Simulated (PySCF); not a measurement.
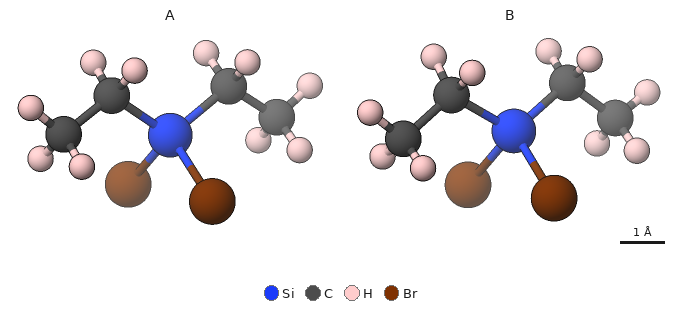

Two geometries of C4H10Br2Si, drawn at one scale. One is the start of a relaxation, the other its converged end. The picture is a ball-and-stick view, seen at a tilt.

All numbers below come from PBE0-D3(BJ)/def2-SVP geometry optimisation, gas phase (PySCF 2.14.0, density-fitted response routines). 

Q: Which one is relaxed?

A: Structure A is the relaxed one. The start comes from GFN2-xTB. Its atoms were then displaced at random by about 0.03 Å. The energy falls by 15.6 kcal/mol in 13 geometry steps. The atom that moves furthest after the best rigid fit is an H atom (0.18 Å). By element the largest moves are H 0.18 Å, Si 0.15 Å, C 0.11 Å, Br 0.09 Å. Some distances before and after: Br–Si 2.359 → 2.238 Å, C–H 1.010 → 1.100 Å, C–H 1.172 → 1.105 Å, C–H 1.040 → 1.100 Å. Bond angles that change, for instance: H–C–H 115.6° → 107.5°, Si–C–H 114.3° → 106.3°, C–Si–Br 113.1° → 108.6°.
